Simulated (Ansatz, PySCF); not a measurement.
Potential energy curve for H₂F₂Si, SMILES F[SiH2]F. The Si1–F5 bond (Si1 also carries F, H, H; F5 carries nothing else) is pulled apart rigidly from the PBE0/def2-TZVP optimised geometry.

```
5

Si     0.0000     0.0000     0.0000
F     -1.3387    -0.6937    -0.4890
H      1.1434    -0.8048    -0.4676
H      0.0000     1.3974    -0.4700
F      0.0000     0.0000     1.5852
```

Methods: RMP2 = MP2 on RHF/cc-pVTZ, frozen core run with Ansatz (a program for electronic structure); RHF/cc-pVTZ (Ansatz); UMP2 = MP2 on UHF/cc-pVTZ, frozen core run with Ansatz; UKS-B3LYP/6-31G* = unrestricted B3LYP/6-31G*, spherical d run with PySCF; RKS-LDA (SVWN5)/6-31G* = restricted LDA (SVWN5)/6-31G*, spherical d in PySCF.

Energies are in kJ/mol, each relative to the lowest point of its own curve near equilibrium.

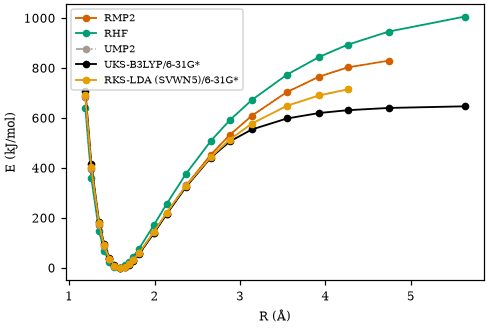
Figure. Energy against bond length for each method.

```
R / Å   RMP2     RHF   UMP2  UKS-B3LYP/6-31G*  RKS-LDA (SVWN5)/6-31G*
-----  -----  ------  -----  ----------------  ----------------------
1.19   683.7   640.0  683.7             709.5                   691.2
1.26   394.8   359.7  394.8             415.2                   402.7
1.35   172.0   147.4  172.0             185.4                   178.0
1.41    86.3    68.3   86.3              95.2                    90.1
1.47    34.9    23.2   34.9              40.0                    36.9
1.53     8.5     2.8    8.5              10.5                     9.1
1.59     0.0     0.0    0.0               0.0                     0.0
1.65     4.5     9.8    4.5               3.2                     4.4
1.70    15.3    24.9   15.3              13.4                    15.5
1.75    31.0    44.6   31.0              28.8                    31.6
1.82    58.5    77.4   58.5              56.3                    59.9
1.99   140.2   170.2  140.2             138.0                   142.9
2.14   217.3   255.3  217.3             214.7                   219.9
2.37   330.3   377.6  330.3             324.9                   329.6
2.66   453.7   508.7      —             441.8                   444.5
2.88   532.0   591.1      —             506.0                   513.6
3.14   609.5   672.5      —             554.2                   577.8
3.55   703.9   773.6      —             598.1                   648.9
3.93   766.1   844.9      —             620.1                   690.8
4.26   802.4   893.4      —             631.2                   714.4
4.74   829.6   945.9      —             640.3                       —
5.63       —  1006.0      —             646.8                       —
```

At the longest distance, 5.63 Å, RHF lies highest above its minimum (1006.0 kJ/mol) and UKS-B3LYP/6-31G* lowest (646.8 kJ/mol).

A dash means that the run gave no value there, or that the column was ended at a point which the program doubted or which failed a test of continuity chosen for this set; such a test can also cut sound points.

The restricted form behind RMP2, RHF, RKS-LDA (SVWN5)/6-31G* keeps the bonding electrons paired and can't separate into open-shell fragments. The T1 diagnostic of CCSD on the restricted reference of RMP2 exceeds 0.045 at 3.14 to 5.63 Å. The unrestricted determinant behind UMP2 is spin-contaminated at 2.66 to 5.63 Å (<S²> up to 1.0, against 0.00 for a pure singlet). The unrestricted determinant behind UKS-B3LYP/6-31G* is spin-contaminated at 2.88 to 5.63 Å (<S²> up to 0.9, against 0.00 for a pure singlet).
